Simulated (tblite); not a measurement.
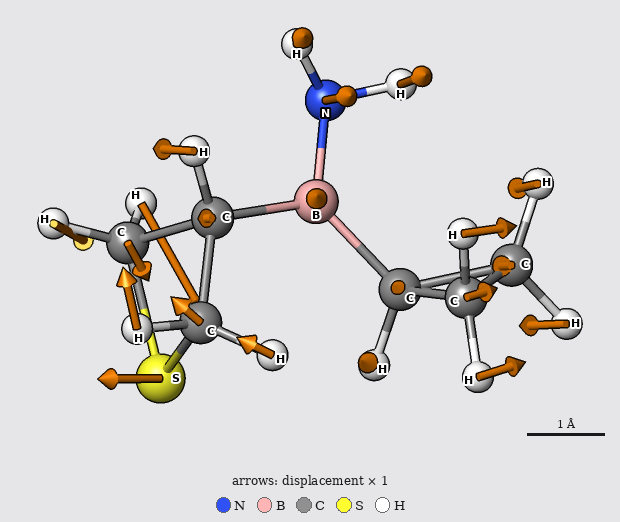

This is a relaxation of C6H12BNS. The starting structure is drawn; orange arrows show the displacements, at their true length. The two geometries are superimposed by the best rigid fit.

The picture is a ball-and-stick view, seen at a tilt.

Method: GFN2-xTB geometry optimisation, gas phase (tblite). 

> What happened in the run?

An H atom moves most after the best rigid fit: 1.69 Å. By element the largest moves are H 1.69 Å, N 1.39 Å, S 1.08 Å, C 0.72 Å, B 0.44 Å. Near-neighbour distances that change, for instance: B–N 1.521 → 1.383 Å, H–N 1.065 → 1.006 Å, C–H 1.124 → 1.080 Å, C–C 1.529 → 1.487 Å. Bond angles that change, for instance: B–N–H 104.8° → 123.8°, B–N–H 110.8° → 123.5°, B–C–C 108.4° → 116.0°. Groups turn about B–C by about 60°, B–C by about 55°, C–C by about 45°. Over 147 geometry steps the energy falls by 118.8 kJ/mol.
